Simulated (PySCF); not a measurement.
Molecule: SMILES CC(C)(C)CS, singlet. Atoms near the plane z = 1.5 Å, at the GFN2-xTB optimised geometry (x, y, z in Å): C1 (0.9, 0.7, 1.2), C2 (0.3, 0.0, 0.0), C4 (0.8, -1.4, 0.0), C5 (-1.2, 0.0, 0.0), S6 (-2.0, 1.7, 0.0), H7 (0.5, 0.3, 2.2), H8 (0.6, 1.8, 1.2), H9 (2.0, 0.6, 1.3), H13 (0.5, -2.0, 0.9), H15 (1.9, -1.5, 0.0), H16 (-1.6, -0.5, 0.9), H18 (-1.7, 2.0, 1.3).

Calculation: PBE/def2-SVP (PySCF). Cells within 0.4 Å of a nucleus heavier than hydrogen are left out (blank, or x). The values are rescaled to run from 0 to 1.

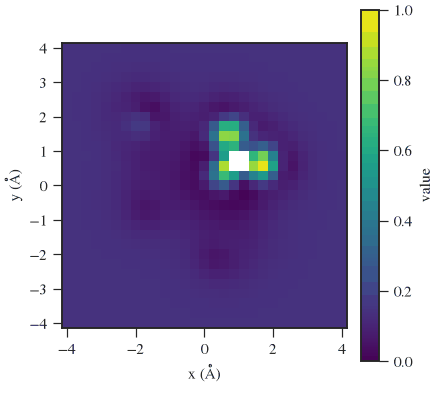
Fig. 1. a field on the plane z = 1.5 Å.

**Question.** Which quantity is mapped?
A) Laplacian of the electron density
B) log10 of the electron density
C) electron localisation function
D) deformation density (molecule minus spherical neutral atoms)

**Answer.** D, deformation density (molecule minus spherical neutral atoms). In full: deformation density (molecule minus spherical neutral atoms) (e/bohr³).
